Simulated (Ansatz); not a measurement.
# GaH5OSe: two geometries relaxed, part 2 of 2

Are the two ends of the reaction (exchange4) separate minima, and which lies lower? Each is relaxed from a guess. Meant to form: Ga1–Se6, H5–O2; to break: Ga1–O2, H5–Se6. The start is a guess near the saddle point, from which both ends are pulled out.

Ansatz 0.2.0; RKS LDA/def2-SVP. Earlier steps stand in the parts before.

### 4 A restrained relaxation towards end B

Springs on the bonds that form and break draw the guess towards this end; the thresholds are loose.

The input, input.yaml:

```yaml
crystal:
  periodic: [false, false, false]
  atoms:
    - { symbol: Ga, position_ang: [-0.627, -0.9958, 0.1771] }
    - { symbol: O, position_ang: [-0.6569, 0.9871, -0.764] }
    - { symbol: H, position_ang: [-0.9934, -2.0909, -0.8529] }
    - { symbol: H, position_ang: [-1.2329, -0.8001, 1.5873] }
    - { symbol: H, position_ang: [0.5919, 0.9762, -0.5262] }
    - { symbol: Se, position_ang: [2.0457, -0.0871, 0.3246] }
    - { symbol: H, position_ang: [-0.851, 1.51, -1.543] }
    - { symbol: H, position_ang: [1.7236, 0.5006, 1.5972] }
basis:
  gaussian: { orbitals: def2-SVP }
hamiltonian:
  xc: lda
relax:
  f_tol: 0.15
  max_steps: 25
  restrain:
    - { distance: [0, 5], at: 2.42, k: 30.0 }
    - { distance: [4, 1], at: 0.97, k: 30.0 }
    - { distance: [0, 1], at: 3.18, k: 30.0 }
    - { distance: [4, 5], at: 2.81, k: 30.0 }
output:
  orbitals: {}
```

On the command line:

```
$ ansatz run input.yaml --threads 2 --pin off --max-ram 3072MiB --backend cpu --events-out ev --progress --plain --runs-dir out
```

The program printed:

```text
Warning: RAYON_NUM_THREADS=2 ignored (pool sized by the plan → 2); use --threads N
The last accepted step is kept in <dir> (removed where the run ends without a failure and the disk answers)
Engine: ansatz 0.2.0, aarch64-unknown-linux-gnu
Functional definition: SPW92
  exchange = slater_x
  correlation = pw_c
1134 factors; their error is unknown
mean field evaluation 1: about -119642.6351 eV, gradient 6.1e1 eV
mean field evaluation 2: about -119549.5643 eV, gradient 1.8e2 eV
mean field evaluation 4: about -119648.0644 eV, gradient 1.5e1 eV
mean field evaluation 8: about -119648.6057 eV, gradient 1.6e-1 eV
mean field evaluation 16: about -119648.4821 eV, gradient 3.7e-4 eV
mean field -119648.48212293 eV, -4397.0006173637 hartree, gradient 4.2e-5 eV, S^2 0.000000; 0 other end points of the search recorded, 0 dependent functions left out
the calculation of the forces begins
reference -119648.48215879 eV, -4397.0006186813 hartree; 39, 39 occupied and 64, 64 virtual orbitals, 1134 factors
relax step   1: F+E_penalty+E_count = -119648.48212293 eV  Δ(F+E_penalty+E_count) = +0.000e0 eV  max|allowed force component| = 2.954e0 eV/Å  E_restraint = 28.43165558 eV  max|allowed force component, restraints' pulls added| = 2.896e1 eV/Å  Δτ_max = 0.0000 Å  (28 SCF iters, accepted)
  distance Ga 0 - Se 5 = 2.8268 Å
  distance H 4 - O 1 = 1.2713 Å
  distance Ga 0 - O 1 = 2.1951 Å
  distance H 4 - Se 5 = 1.9920 Å
these checks for a lower state are left out or cut short: starts, cluster_reference, orbital_swaps, neighbouring_geometries, increment
1134 factors; their error is unknown
mean field -119648.58822924 eV, -4397.0045166987 hartree, gradient 1.5e-5 eV, S^2 0.000000; 0 other end points of the search recorded, 0 dependent functions left out
the calculation of the forces begins
reference -119648.58826422 eV, -4397.0045179841 hartree; 39, 39 occupied and 64, 64 virtual orbitals, 1134 factors
relax step   2: F+E_penalty+E_count = -119648.58822924 eV  Δ(F+E_penalty+E_count) = -1.061e-1 eV  max|allowed force component| = 4.560e0 eV/Å  E_restraint = 12.61993183 eV  max|allowed force component, restraints' pulls added| = 1.690e1 eV/Å  Δτ_max = 0.1950 Å  (33 SCF iters, accepted)
  distance Ga 0 - Se 5 = 2.7261 Å
  distance H 4 - O 1 = 1.0942 Å
  distance Ga 0 - O 1 = 2.5004 Å
  distance H 4 - Se 5 = 2.2900 Å
these checks for a lower state are left out or cut short: starts, cluster_reference, orbital_swaps, neighbouring_geometries, increment
1134 factors; their error is unknown
mean field evaluation 32: about -119648.6556 eV, gradient 2.2e-5 eV
mean field -119648.65563185 eV, -4397.0069936990 hartree, gradient 2.1e-5 eV, S^2 0.000000; 0 other end points of the search recorded, 0 dependent functions left out
the calculation of the forces begins
reference -119648.65566652 eV, -4397.0069949729 hartree; 39, 39 occupied and 64, 64 virtual orbitals, 1134 factors
relax step   3: F+E_penalty+E_count = -119648.65563185 eV  Δ(F+E_penalty+E_count) = -6.740e-2 eV  max|allowed force component| = 3.520e0 eV/Å  E_restraint = 3.88888015 eV  max|allowed force component, restraints' pulls added| = 9.256e0 eV/Å  Δτ_max = 0.1942 Å  (32 SCF iters, accepted)
  distance Ga 0 - Se 5 = 2.5956 Å
  distance H 4 - O 1 = 0.9632 Å
  distance Ga 0 - O 1 = 2.7859 Å
  distance H 4 - Se 5 = 2.5397 Å
these checks for a lower state are left out or cut short: starts, cluster_reference, orbital_swaps, neighbouring_geometries, increment
1134 factors; their error is unknown
mean field -119648.70342949 eV, -4397.0087502296 hartree, gradient 1.3e-5 eV, S^2 0.000000; 0 other end points of the search recorded, 0 dependent functions left out
the calculation of the forces begins
reference -119648.70346490 eV, -4397.0087515311 hartree; 39, 39 occupied and 64, 64 virtual orbitals, 1134 factors
relax step   4: F+E_penalty+E_count = -119648.70342949 eV  Δ(F+E_penalty+E_count) = -4.780e-2 eV  max|allowed force component| = 1.825e0 eV/Å  E_restraint = 0.18475132 eV  max|allowed force component, restraints' pulls added| = 2.759e0 eV/Å  Δτ_max = 0.1942 Å  (33 SCF iters, accepted)
  distance Ga 0 - Se 5 = 2.4326 Å
  distance H 4 - O 1 = 0.9498 Å
  distance Ga 0 - O 1 = 3.0828 Å
  distance H 4 - Se 5 = 2.7619 Å
these checks for a lower state are left out or cut short: starts, cluster_reference, orbital_swaps, neighbouring_geometries, increment
1134 factors; their error is unknown
mean field -119648.85448956 eV, -4397.0143015848 hartree, gradient 8.7e-5 eV, S^2 0.000000; 0 other end points of the search recorded, 0 dependent functions left out
the calculation of the forces begins
reference -119648.85452513 eV, -4397.0143028920 hartree; 39, 39 occupied and 64, 64 virtual orbitals, 1134 factors
relax step   5: F+E_penalty+E_count = -119648.85448956 eV  Δ(F+E_penalty+E_count) = -1.511e-1 eV  max|allowed force component| = 1.142e0 eV/Å  E_restraint = 0.05303747 eV  max|allowed force component, restraints' pulls added| = 1.115e0 eV/Å  Δτ_max = 0.1997 Å  (31 SCF iters, accepted)
  distance Ga 0 - Se 5 = 2.4129 Å
  distance H 4 - O 1 = 0.9725 Å
  distance Ga 0 - O 1 = 3.1259 Å
  distance H 4 - Se 5 = 2.7865 Å
these checks for a lower state are left out or cut short: starts, cluster_reference, orbital_swaps, neighbouring_geometries, increment
1134 factors; their error is unknown
mean field -119648.87240216 eV, -4397.0149598609 hartree, gradient 1.9e-5 eV, S^2 0.000000; 0 other end points of the search recorded, 0 dependent functions left out
the calculation of the forces begins
reference -119648.87243801 eV, -4397.0149611783 hartree; 39, 39 occupied and 64, 64 virtual orbitals, 1134 factors
relax step   6: F+E_penalty+E_count = -119648.87240216 eV  Δ(F+E_penalty+E_count) = -1.791e-2 eV  max|allowed force component| = 8.842e-1 eV/Å  E_restraint = 0.02359199 eV  max|allowed force component, restraints' pulls added| = 1.040e0 eV/Å  Δτ_max = 0.1921 Å  (28 SCF iters, accepted)
  distance Ga 0 - Se 5 = 2.4041 Å
  distance H 4 - O 1 = 0.9924 Å
  distance Ga 0 - O 1 = 3.1515 Å
  distance H 4 - Se 5 = 2.8077 Å
these checks for a lower state are left out or cut short: starts, cluster_reference, orbital_swaps, neighbouring_geometries, increment
1134 factors; their error is unknown
mean field -119648.87193145 eV, -4397.0149425626 hartree, gradient 6.6e-5 eV, S^2 0.000000; 0 other end points of the search recorded, 0 dependent functions left out
the calculation of the forces begins
reference -119648.87196731 eV, -4397.0149438802 hartree; 39, 39 occupied and 64, 64 virtual orbitals, 1134 factors
relax step   7: F+E_penalty+E_count = -119648.87193145 eV  Δ(F+E_penalty+E_count) = +4.707e-4 eV  max|allowed force component| = 8.183e-1 eV/Å  E_restraint = 0.01093508 eV  max|allowed force component, restraints' pulls added| = 2.971e-1 eV/Å  Δτ_max = 0.1995 Å  (30 SCF iters, accepted)
  distance Ga 0 - Se 5 = 2.3995 Å
  distance H 4 - O 1 = 0.9785 Å
  distance Ga 0 - O 1 = 3.1655 Å
  distance H 4 - Se 5 = 2.8053 Å
these checks for a lower state are left out or cut short: starts, cluster_reference, orbital_swaps, neighbouring_geometries, increment
1134 factors; their error is unknown
mean field evaluation 64: about -119649.0370 eV, gradient 3.8e-1 eV
mean field -119648.91558744 eV, -4397.0165468907 hartree, gradient 6.7e-5 eV, S^2 0.000000; 0 other end points of the search recorded, 0 dependent functions left out
the calculation of the forces begins
reference -119648.91562312 eV, -4397.0165482018 hartree; 39, 39 occupied and 64, 64 virtual orbitals, 1134 factors
relax step   8: F+E_penalty+E_count = -119648.91558744 eV  Δ(F+E_penalty+E_count) = -4.366e-2 eV  max|allowed force component| = 7.819e-1 eV/Å  E_restraint = 0.01484618 eV  max|allowed force component, restraints' pulls added| = 1.589e-1 eV/Å  Δτ_max = 0.1999 Å  (31 SCF iters, accepted)
  distance Ga 0 - Se 5 = 2.3952 Å
  distance H 4 - O 1 = 0.9805 Å
  distance Ga 0 - O 1 = 3.1641 Å
  distance H 4 - Se 5 = 2.8065 Å
these checks for a lower state are left out or cut short: starts, cluster_reference, orbital_swaps, neighbouring_geometries, increment
1134 factors; their error is unknown
mean field -119648.91080004 eV, -4397.0163709569 hartree, gradient 9.9e-6 eV, S^2 0.000000; 0 other end points of the search recorded, 0 dependent functions left out
the calculation of the forces begins
reference -119648.91083571 eV, -4397.0163722679 hartree; 39, 39 occupied and 64, 64 virtual orbitals, 1134 factors
relax step   9: F+E_penalty+E_count = -119648.91080004 eV  Δ(F+E_penalty+E_count) = +4.787e-3 eV  max|allowed force component| = 7.441e-1 eV/Å  E_restraint = 0.01319895 eV  max|allowed force component, restraints' pulls added| = 9.987e-2 eV/Å  Δτ_max = 0.1998 Å  (28 SCF iters, rejected (line search))
  distance Ga 0 - Se 5 = 2.3977 Å
  distance H 4 - O 1 = 0.9789 Å
  distance Ga 0 - O 1 = 3.1630 Å
  distance H 4 - Se 5 = 2.8064 Å
these checks for a lower state are left out or cut short: starts, cluster_reference, orbital_swaps, neighbouring_geometries, increment
1134 factors; their error is unknown
mean field -119648.92079063 eV, -4397.0167381043 hartree, gradient 6.8e-5 eV, S^2 0.000000; 0 other end points of the search recorded, 0 dependent functions left out
the calculation of the forces begins
reference -119648.92082624 eV, -4397.0167394128 hartree; 39, 39 occupied and 64, 64 virtual orbitals, 1134 factors
relax step  10: F+E_penalty+E_count = -119648.92079063 eV  Δ(F+E_penalty+E_count) = -5.203e-3 eV  max|allowed force component| = 7.224e-1 eV/Å  E_restraint = 0.01348276 eV  max|allowed force component, restraints' pulls added| = 1.624e-2 eV/Å  Δτ_max = 0.0706 Å  (25 SCF iters, accepted)
  distance Ga 0 - Se 5 = 2.3970 Å
  distance H 4 - O 1 = 0.9785 Å
  distance Ga 0 - O 1 = 3.1631 Å
  distance H 4 - Se 5 = 2.8066 Å
1134 factors; their error is unknown
mean field evaluation 96: about -119648.9208 eV, gradient 2.5e-3 eV
mean field -119648.92079063 eV, -4397.0167381043 hartree, gradient 6.8e-5 eV, S^2 0.000000; 1 other end points of the search recorded, 0 dependent functions left out
the calculation of the forces begins
reference -119648.92082624 eV, -4397.0167394128 hartree; 39, 39 occupied and 64, 64 virtual orbitals, 1134 factors
Total energy: -119648.92082624 eV, -4397.0167394128 hartree
Atom 0 at    -0.388548    -1.196809     0.456047 Å, force     0.600517     0.660538    -0.247705 eV/Å
Atom 1 at    -0.759358     1.612954    -0.948538 Å, force    -0.191696    -0.406077     0.162820 eV/Å
Atom 2 at    -0.799685    -1.997536    -0.819852 Å, force     0.000339     0.006528     0.005749 eV/Å
Atom 3 at    -1.171014    -0.897150     1.769070 Å, force     0.004141    -0.009543    -0.003338 eV/Å
Atom 4 at     0.170670     1.504026    -0.664575 Å, force     0.308320    -0.099819     0.106647 eV/Å
Atom 5 at     1.890716    -0.460468     0.364535 Å, force    -0.722440    -0.151984    -0.007617 eV/Å
Atom 6 at    -0.748786     1.268954    -1.862744 Å, force     0.003766    -0.005663    -0.014335 eV/Å
Atom 7 at     1.806005     0.166029     1.706156 Å, force    -0.002947     0.006020    -0.002221 eV/Å
Dipole moment:     0.061266    -0.071952    -0.108615 e Å
```

It took 12 s on 2 threads of Arm Neoverse V2, shared host; peak memory 0.14 GiB.

The steps of the relaxation:

```tsv
step	energy from step 1 (eV)	largest force component (eV/Å)
1	0.0000	2.9535
2	-0.1061	4.5598
3	-0.1735	3.5204
4	-0.2213	1.8255
5	-0.3724	1.1420
6	-0.3903	0.8842
7	-0.3898	0.8183
8	-0.4335	0.7819
9x	-0.4287	0.7441
10	-0.4387	0.7224
```

Step 1 is the start. 1 step was tried and not accepted (marked x). Energies and forces in the table leave out the springs, which the log lists apart; the run stops on the force with the springs' pull added.

After: Bond lengths: Ga1–H3 1.561 Å, Ga1–H4 1.558 Å, O2–H5 0.978 Å, Ga1–Se6 2.397 Å, O2–H7 0.977 Å, Se6–H8 1.483 Å. Angles: H3–Ga1–H4 130.9°, H3–Ga1–Se6 112.1°, H4–Ga1–Se6 116.8°, H5–O2–H7 102.8°, Ga1–Se6–H8 92.3°.

Pairs that crossed the distance rule for bonds on the way: came closer O2–H5; moved apart Ga1–O2.

### 5 End point B

It starts where the restrained run ended.

The input, input.yaml:

```yaml
crystal:
  periodic: [false, false, false]
  atoms:
    - { symbol: Ga, position_ang: [-0.388548, -1.196809, 0.456047] }
    - { symbol: O, position_ang: [-0.759358, 1.612954, -0.948538] }
    - { symbol: H, position_ang: [-0.799685, -1.997536, -0.819852] }
    - { symbol: H, position_ang: [-1.171014, -0.89715, 1.76907] }
    - { symbol: H, position_ang: [0.17067, 1.504026, -0.664575] }
    - { symbol: Se, position_ang: [1.890716, -0.460468, 0.364535] }
    - { symbol: H, position_ang: [-0.748786, 1.268954, -1.862744] }
    - { symbol: H, position_ang: [1.806005, 0.166029, 1.706156] }
basis:
  gaussian: { orbitals: def2-SVP }
hamiltonian:
  xc: lda
relax:
  f_tol: 0.03
  max_steps: 50
```

On the command line:

```
$ ansatz run input.yaml --threads 2 --pin off --max-ram 3072MiB --backend cpu --events-out ev --progress --plain --runs-dir out
```

The program printed, cut to the lines that bear on the results:

```text
Warning: RAYON_NUM_THREADS=2 ignored (pool sized by the plan → 2); use --threads N
[...]
Functional definition: SPW92
[...]
1134 factors; their error is unknown
[...]
mean field -119648.92079777 eV, -4397.0167383668 hartree, gradient 4.2e-5 eV, S^2 0.000000; 0 other end points of the search recorded, 0 dependent functions left out
[...]
reference -119648.92083296 eV, -4397.0167396598 hartree; 39, 39 occupied and 64, 64 virtual orbitals, 1134 factors
relax step   1: F+E_penalty+E_count = -119648.92079777 eV  Δ(F+E_penalty+E_count) = +0.000e0 eV  max|allowed force component| = 7.223e-1 eV/Å  Δτ_max = 0.0000 Å  (28 SCF iters, accepted)
[...]
relax step   3: F+E_penalty+E_count = -119649.30424767 eV  Δ(F+E_penalty+E_count) = -2.027e-1 eV  max|allowed force component| = 9.906e-1 eV/Å  Δτ_max = 0.1968 Å  (28 SCF iters, accepted)
[...]
reference -119649.62132238 eV, -4397.0424821712 hartree; 39, 39 occupied and 64, 64 virtual orbitals, 1134 factors
Total energy: -119649.62132238 eV, -4397.0424821712 hartree
Atom 0 at    -0.457083    -0.817104     0.230962 Å, force    -0.003880     0.006482    -0.006659 eV/Å
Atom 1 at    -0.660810     1.082189    -0.633669 Å, force     0.011368    -0.009012     0.009931 eV/Å
Atom 2 at    -0.796398    -1.738674    -0.991246 Å, force     0.002092     0.001032     0.003467 eV/Å
Atom 3 at    -1.231250    -0.679165     1.577170 Å, force     0.001162    -0.001352     0.000516 eV/Å
Atom 4 at     0.341495     1.189454    -0.573186 Å, force    -0.001979     0.001947     0.002679 eV/Å
Atom 5 at     1.884620    -0.344323     0.320261 Å, force    -0.003209    -0.001885    -0.002220 eV/Å
Atom 6 at    -0.869267     1.023425    -1.589654 Å, force    -0.007137     0.001127    -0.011183 eV/Å
Atom 7 at     1.788694     0.284199     1.659462 Å, force     0.001584     0.001662     0.003468 eV/Å
Dipole moment:    -0.162927     0.392192    -0.356802 e Å
```

Wall time 12 s (2 threads of Arm Neoverse V2, shared host); peak memory 0.3 GiB.

The steps of the relaxation:

```tsv
step	energy from step 1 (eV)	largest force component (eV/Å)
1	0.0000	0.7223
2	-0.1807	0.7968
3	-0.3834	0.9906
4	-0.6329	0.6699
5	-0.6561	0.8430
6	-0.6935	0.3492
7x	-0.6768	0.6208
8	-0.7000	0.0787
9x	-0.6996	0.0491
10	-0.7005	0.0114
```

Step 1 is the start. 2 steps were tried and not accepted (marked x).

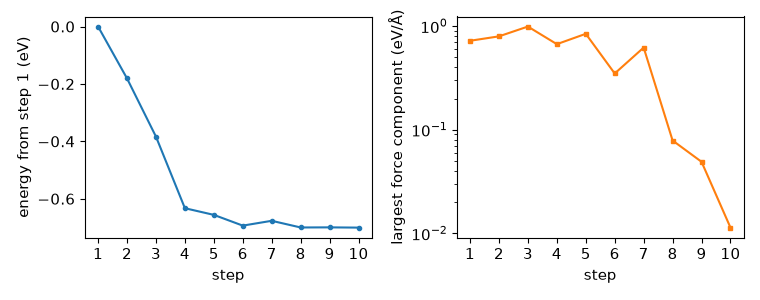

Energy and largest force along the relaxation.

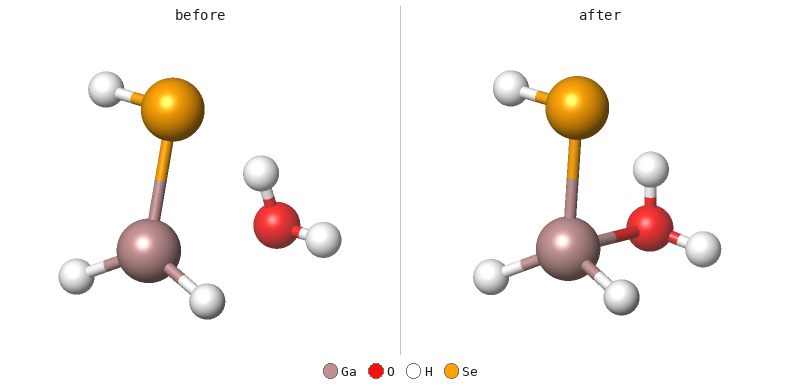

Before and after, at one scale.

After: Bond lengths: Ga1–O2 2.097 Å, Ga1–H3 1.568 Å, Ga1–H4 1.559 Å, O2–H5 1.010 Å, Ga1–Se6 2.391 Å, O2–H7 0.980 Å, Se6–H8 1.482 Å. Angles: Ga1–O2–H5 88.6°, Ga1–O2–H7 111.6°, H5–O2–H7 106.0°, O2–Ga1–H3 100.9°, O2–Ga1–H4 103.2°, O2–Ga1–Se6 86.1°, H3–Ga1–H4 128.1°, H3–Ga1–Se6 110.9°, H4–Ga1–Se6 115.9°, Ga1–Se6–H8 93.1°.

Pairs that crossed the distance rule for bonds on the way: came closer Ga1–O2.

### 6 Results

What follows sums up all 2 parts.

```
                           quantity                     value
                              end A  13 moves, 1.203 eV lower
                              end B   7 moves, 0.700 eV lower
largest difference between the ends                    0.01 Å
            end B relative to end A                 -0.000 eV
```

What this shows: Both starts fell into the same minimum (no atom differs by more than 0.01 Å), so from this start no second minimum was found and no band was run; another arrangement could still be one.
